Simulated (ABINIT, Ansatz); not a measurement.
**CsH (Fm-3m): a worked LO-TO splitting**

Wanted: the LO mode of CsH (Fm-3m) from the TO mode and the field response.

Main program and level: ABINIT 10.8.3; DFT LDA, scalar-relativistic, plane waves, PseudoDojo norm-conserving pseudopotentials.

The database entry behind the starting cell differs from later determinations by our own check (0.1 to 0.3 % short, probably kX units), so it need not match the best structure at ambient conditions.

**1. The relaxed structure**

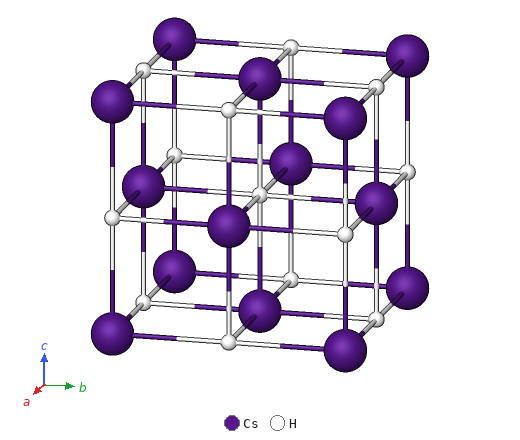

The starting structure, seen slightly off an axis (caesium purple, hydrogen white). This picture shows the conventional cell, with its axes. Some periodic images of atoms are drawn too.

Coordinates:

```cif
data_structure
_symmetry_space_group_name_H-M 'Fm-3m'
_symmetry_Int_Tables_number 225
_cell_length_a 6.0949
_cell_length_b 6.0949
_cell_length_c 6.0949
_cell_angle_alpha 90.000
_cell_angle_beta 90.000
_cell_angle_gamma 90.000
_cell_volume 226.41
loop_
_atom_site_label
_atom_site_type_symbol
_atom_site_symmetry_multiplicity
_atom_site_Wyckoff_symbol
_atom_site_fract_x
_atom_site_fract_y
_atom_site_fract_z
_atom_site_occupancy
Cs1 Cs 4 a 0.00000 0.00000 0.00000 1
H1 H 4 b 0.00000 0.50000 0.00000 1
```

This is the cell after its relaxation at this level of theory, not the database cell from which that began.

**2. What the response run gave**

A linear-response run on the relaxed cell, with the response to an electric field; only its zone-centre results are used. Cutoff 31 Ha, k mesh 6×6×6.

Numbers of over 12 decimals in the logs are rounded to 6 here.

Output:

```text
[banners, grids, parts of the stress and lines that vanish by symmetry left out]
- input  file    -> dfpt_gamma.abi
- output file    -> dfpt_gamma.abo
- root for input  files -> dfpt_gammai
[...]
DATASET    1 : space group Fm -3 m (#225); Bravais cF (face-center cubic)
[...]
nfft =       91125          nkpt =         112
[...]
DATASET    2 : space group Fm -3 m (#225); Bravais cF (face-center cubic)
[...]
nfft =       91125          nkpt =         112
[...]
== DATASET  1 ==================================================================
[...]
cutoff_energies: {ecut:  31.0, pawecutdg:  -1.0, }
[...]
-  1.00000   1.00000  180309                  znucl, zion, pspdat
[...]
Perturbation : derivative vs k along direction   1
[...]
-ETOT  1  -10.150782731052     -1.015E+01 8.485E-02 0.000E+00
 ETOT  2  -10.156737624269     -5.955E-03 4.838E-04 0.000E+00
 ETOT  3  -10.156895422856     -1.578E-04 2.669E-05 0.000E+00
 ETOT  4  -10.156902068621     -6.646E-06 1.421E-06 0.000E+00
 ETOT  5  -10.156902404435     -3.358E-07 1.143E-07 0.000E+00
[...]
At SCF step   17   max residual=  9.97E-21 < tolwfr=  1.00E-20 =>converged.
[...]
Perturbation : derivative vs k along direction   2
[...]
-ETOT  1  -10.150791529369     -1.015E+01 8.485E-02 0.000E+00
[...]
At SCF step   17   max residual=  9.97E-21 < tolwfr=  1.00E-20 =>converged.
[...]
Perturbation : derivative vs k along direction   3
[...]
-ETOT  1  -10.150782732165     -1.015E+01 8.485E-02 0.000E+00
[...]
At SCF step   17   max residual=  9.97E-21 < tolwfr=  1.00E-20 =>converged.
[...]
1        1       1.9531870494    0.0000000000
     1        2      -0.9765935247   -0.0000000000
     1        3      -0.9765935247    0.0000000000
     2        1      -0.9765935247   -0.0000000000
     2        2       1.9531870494    0.0000000000
     2        3       0.9765935247    0.0000000000
     3        1      -0.9765935247    0.0000000000
     3        2       0.9765935247    0.0000000000
     3        3       1.9531870495   -0.0000000000
[...]
== DATASET  2 ==================================================================
[...]
cutoff_energies: {ecut:  31.0, pawecutdg:  -1.0, }
[...]
Perturbation : displacement of atom   1   along direction   1
[...]
-ETOT  1  0.862245     -6.195E+02 3.075E+00 5.048E+01
[...]
At SCF step   10       vres2   =  6.75E-12 < tolvrs=  1.00E-10 =>converged.
[...]
Perturbation : displacement of atom   2   along direction   1
[...]
-ETOT  1  0.774922     -6.263E+01 2.691E-01 1.348E+03
[...]
At SCF step   10       vres2   =  5.14E-11 < tolvrs=  1.00E-10 =>converged.
[...]
Perturbation : homogeneous electric field along direction   1
[...]
-ETOT  1  -66.678599766045     -6.668E+01 5.731E+00 1.967E+04
[...]
ETOT 10  -71.754220273941     -1.663E-10 1.779E-11 2.169E-09
 ETOT 11  -71.754220273951     -9.820E-12 1.287E-12 1.780E-11
 At SCF step   11       vres2   =  1.78E-11 < tolvrs=  1.00E-10 =>converged.
[...]
Dielectric tensor, in cartesian coordinates,
[...]
1    4   1    4         3.6440666493        -0.0000000000
   1    4   2    4         0.0000000000        -0.0000000000
   1    4   3    4         0.0000000000        -0.0000000000
   2    4   1    4         0.0000000000        -0.0000000000
   2    4   2    4         3.6440666493        -0.0000000000
   2    4   3    4        -0.0000000000        -0.0000000000
   3    4   1    4         0.0000000000        -0.0000000000
   3    4   2    4        -0.0000000000        -0.0000000000
   3    4   3    4         3.6440666493        -0.0000000000
  Effective charges, in cartesian coordinates,
[...]
1    1   1    4         1.1548541028         0.0000000000
   2    1   1    4         0.0000000000         0.0000000000
   3    1   1    4        -0.0000000000         0.0000000000
   1    2   1    4        -1.1589952747         0.0000000000
   2    2   1    4         0.0000000000         0.0000000000
[...]
Effective charges, in cartesian coordinates,
[...]
2    4   1    2         0.0000000000         0.0000000000
   3    4   1    2         0.0000000000         0.0000000000
   1    4   2    2         0.0000000000         0.0000000000
   2    4   2    2        -1.1589952949         0.0000000000
   3    4   2    2         0.0000000000         0.0000000000
   1    4   3    2        -0.0000000000         0.0000000000
   2    4   3    2         0.0000000000         0.0000000000
   3    4   3    2        -1.1589952949         0.0000000000
  Phonon wavevector (reduced coordinates) :  0.00000  0.00000  0.00000
 Phonon energies in Hartree :
[...]
Phonon frequencies in cm-1    :
-  7.755436E-02  7.755492E-02  7.755663E-02  4.521943E+02  4.521943E+02
-  4.521943E+02
  Phonon at Gamma, with non-analyticity in the
[...]
Phonon energies in Hartree :
[...]
Phonon frequencies in cm-1    :
-  7.755436E-02  7.755492E-02  1.338653E-01  4.521943E+02  4.521943E+02
-  7.244320E+02
  Phonon at Gamma, with non-analyticity in the
[...]
Phonon energies in Hartree :
[...]
Phonon frequencies in cm-1    :
-  7.755436E-02  7.755663E-02  1.338644E-01  4.521943E+02  4.521943E+02
-  7.244320E+02
  Phonon at Gamma, with non-analyticity in the
[...]
Phonon energies in Hartree :
[...]
Phonon frequencies in cm-1    :
-  7.755492E-02  7.755663E-02  1.338640E-01  4.521943E+02  4.521943E+02
-  7.244320E+02
[...]
fcart2     0.0000000000E+00  0.0000000000E+00  0.0000000000E+00
           strten2     0.0000000000E+00  0.0000000000E+00  0.0000000000E+00
================================================================================
```

```csv
quantity,value
cell volume Ω (Å³),56.602
mass of Cs (u),132.905
mass of H (u),1.008
"Born charge of Cs, raw (e)",1.155
"Born charge of H, raw (e)",-1.159
ε∞,3.644
ω(TO) after the sum rule (cm⁻¹),452.2
```

**3. The calculation**

The charges must sum to zero over the cell; taking off their mean, -0.002 e, leaves Z* = 1.157 e on Cs. In the polar mode Cs moves against H, so the reduced mass is μ = 132.91 × 1.01 / 133.91 = 1.000 u.

A longitudinal wave builds up a field that adds to the restoring force: ω(LO)² = ω(TO)² + 4π Z*² / (μ Ω ε∞), in Hartree atomic units. With μ = 1824 electron masses and Ω = 381.97 bohr³ the second term is 6.6264e-06 Ha², or 319188 cm⁻² (1 Ha = 219474.6 cm⁻¹).

So ω(LO) = √(204476 + 319188) = 723.6 cm⁻¹, and by the Lyddane-Sachs-Teller relation ε₀ = ε∞ (ω(LO)/ω(TO))² = 9.33.

**4. Check against the program**

The analysis program adds the same non-analytic term to the full matrix.

Output:

```text
[banners, grids, parts of the stress and lines that vanish by symmetry left out]
-outvars_anaddb: echo values of input variables ----------------------

 Flags :
[...]
Dielectric Tensor and Effective Charges
[...]
Effective charge tensors after
[...]
Phonon wavevector (reduced coordinates) :  0.00000  0.00000  0.00000
 Phonon energies in Hartree :
[...]
Phonon energies in meV     :
-  0.000000E+00  0.000000E+00  0.000000E+00  5.606488E+01  5.606488E+01
-  5.606488E+01
 Phonon frequencies in cm-1    :
-  0.000000E+00  0.000000E+00  0.000000E+00  4.521938E+02  4.521938E+02
-  4.521938E+02
 Phonon frequencies in Thz     :
-  0.000000E+00  0.000000E+00  0.000000E+00  1.355643E+01  1.355643E+01
-  1.355643E+01
 Phonon energies in Kelvin  :
-  0.000000E+00  0.000000E+00  0.000000E+00  6.506060E+02  6.506060E+02
-  6.506060E+02
[...]
-  1  0.00000000E+00  0.00000000E+00  2.02398818E-03
-     0.00000000E+00  0.00000000E+00  0.00000000E+00
-  2  0.00000000E+00  0.00000000E+00  2.02399343E-03
-     0.00000000E+00  0.00000000E+00  0.00000000E+00
[...]
-  1  0.00000000E+00 -2.02398818E-03  0.00000000E+00
-     0.00000000E+00  0.00000000E+00  0.00000000E+00
-  2  0.00000000E+00 -2.02399343E-03  0.00000000E+00
-     0.00000000E+00  0.00000000E+00  0.00000000E+00
[...]
-  1  2.02398818E-03  0.00000000E+00  0.00000000E+00
-     0.00000000E+00  0.00000000E+00  0.00000000E+00
-  2  2.02399343E-03  0.00000000E+00  0.00000000E+00
-     0.00000000E+00  0.00000000E+00  0.00000000E+00
[...]
-  1  0.00000000E+00  0.00000000E+00 -1.76260519E-04
-     0.00000000E+00  0.00000000E+00  0.00000000E+00
-  2 -1.42435231E-06  8.80089605E-06  2.32413827E-02
-     0.00000000E+00  0.00000000E+00  0.00000000E+00
[...]
-  1  0.00000000E+00  1.76260519E-04  0.00000000E+00
-     0.00000000E+00  0.00000000E+00  0.00000000E+00
-  2 -1.49301681E-07 -2.32413827E-02  8.80088691E-06
-     0.00000000E+00  0.00000000E+00  0.00000000E+00
[...]
-  1  1.76260532E-04  0.00000000E+00  0.00000000E+00
-     0.00000000E+00  0.00000000E+00  0.00000000E+00
-  2 -2.32413843E-02  1.48762306E-07 -1.42440874E-06
-     0.00000000E+00  0.00000000E+00  0.00000000E+00
[...]
-     1          0.000000    -0.000000    -0.000002     0.000002
-     2         -0.000000     0.000002    -0.000000     0.000002
-     3         -0.000002    -0.000000     0.000000     0.000002
-     4          0.000071    -0.000441    -1.165665     1.165665
-     5          0.000007     1.165665    -0.000441     1.165665
-     6          1.165665    -0.000007     0.000071     1.165665
[...]
-   1     Real    0.0000E+00  0.0000E+00  0.0000E+00  0.0000E+00  0.0000E+00  0.0000E+00  0.0000E+00
[...]
-  8.972165E+01
 Phonon frequencies in cm-1    :
-  0.000000E+00  0.000000E+00  0.000000E+00  4.521938E+02  4.521938E+02
-  7.236539E+02
 Phonon frequencies in Thz     :
-  0.000000E+00  0.000000E+00  0.000000E+00  1.355643E+01  1.355643E+01
-  2.169460E+01
 Phonon energies in Kelvin  :
-  0.000000E+00  0.000000E+00  0.000000E+00  6.506060E+02  6.506060E+02
-  1.041176E+03
[...]
-  1  0.00000000E+00  0.00000000E+00  2.02398818E-03
-     0.00000000E+00  0.00000000E+00  0.00000000E+00
-  2  0.00000000E+00  0.00000000E+00  2.02399343E-03
-     0.00000000E+00  0.00000000E+00  0.00000000E+00
[...]
Phonon at Gamma, with non-analyticity in the
[...]
Phonon energies in Hartree :
[...]
Phonon energies in meV     :
-  0.000000E+00  0.000000E+00  0.000000E+00  5.606488E+01  5.606488E+01
-  8.972165E+01
 Phonon frequencies in cm-1    :
-  0.000000E+00  0.000000E+00  0.000000E+00  4.521938E+02  4.521938E+02
-  7.236539E+02
 Phonon frequencies in Thz     :
-  0.000000E+00  0.000000E+00  0.000000E+00  1.355643E+01  1.355643E+01
-  2.169460E+01
 Phonon energies in Kelvin  :
-  0.000000E+00  0.000000E+00  0.000000E+00  6.506060E+02  6.506060E+02
-  1.041176E+03
[...]
Phonon at Gamma, with non-analyticity in the
[...]
Phonon energies in Hartree :
[...]
Phonon energies in meV     :
-  0.000000E+00  0.000000E+00  0.000000E+00  5.606488E+01  5.606488E+01
-  8.972165E+01
 Phonon frequencies in cm-1    :
-  0.000000E+00  0.000000E+00  0.000000E+00  4.521938E+02  4.521938E+02
-  7.236539E+02
 Phonon frequencies in Thz     :
-  0.000000E+00  0.000000E+00  0.000000E+00  1.355643E+01  1.355643E+01
-  2.169460E+01
 Phonon energies in Kelvin  :
-  0.000000E+00  0.000000E+00  0.000000E+00  6.506060E+02  6.506060E+02
-  1.041176E+03
[...]
-  1  1.64137657E-05 -2.02335871E-03 -4.77314179E-05
-     0.00000000E+00  0.00000000E+00  0.00000000E+00
-  2  1.64148927E-05 -2.02336288E-03 -4.77304575E-05
-     0.00000000E+00  0.00000000E+00  0.00000000E+00
[...]
-  1  2.02388759E-03  1.61320959E-05  1.21226957E-05
-     0.00000000E+00  0.00000000E+00  0.00000000E+00
-  2  2.02389176E-03  1.61310548E-05  1.21216442E-05
-     0.00000000E+00  0.00000000E+00  0.00000000E+00
[...]
-  1  2.99885437E-05  1.06904879E-04 -1.36893423E-04
-     0.00000000E+00  0.00000000E+00  0.00000000E+00
-  2 -3.95423333E-03 -1.40962776E-02  1.80505109E-02
-     0.00000000E+00  0.00000000E+00  0.00000000E+00
[...]
-  1  1.40757015E-04 -9.63493483E-05 -4.44076670E-05
-     0.00000000E+00  0.00000000E+00  0.00000000E+00
-  2 -1.85599570E-02  1.27044450E-02  5.85551198E-03
-     0.00000000E+00  0.00000000E+00  0.00000000E+00
[...]
Direction                     Dielectric constant
[...]
0.00000   0.00000   1.00000      9.33252023
   1.00000   1.00000   1.00000      9.33252023
-
```

| quantity | by hand | program |
| --- | --- | --- |
| ω(LO) (cm⁻¹) | 723.6 | 723.6 |
| ε₀ | 9.33 | 9.33 |

**5. Results**

```
TO mode                    : 452.2 cm⁻¹
LO mode                    : 723.6 cm⁻¹
static dielectric constant : 9.332
```

What this shows: The LO mode of CsH (Fm-3m) lies at 724 cm⁻¹, 271 cm⁻¹ above the TO mode; the formula meets the program within 0.1 cm⁻¹, as it must for a cubic crystal with one polar mode. ω(LO)² − ω(TO)² goes with Z*²/ε∞: an error of 5 % in ε∞ would move the LO mode by 10.6 cm⁻¹, and semilocal functionals tend to overestimate ε∞. These are harmonic values at zero temperature, at the volume of this functional, for the structure held cubic; stability elsewhere in the zone is no part of this calculation.

[Host names and launcher messages were left out of these logs when they were recorded.]

[Logs are printed without paths, hosts, clocks, repeated set-up lines and the standing remarks that a program may print on its own settings, such as how far it seeks lower states.]

[Hosts, paths, dates, database ids (printed as entryN), source tags and the programs' standing remarks are cut or masked in the printed files.]
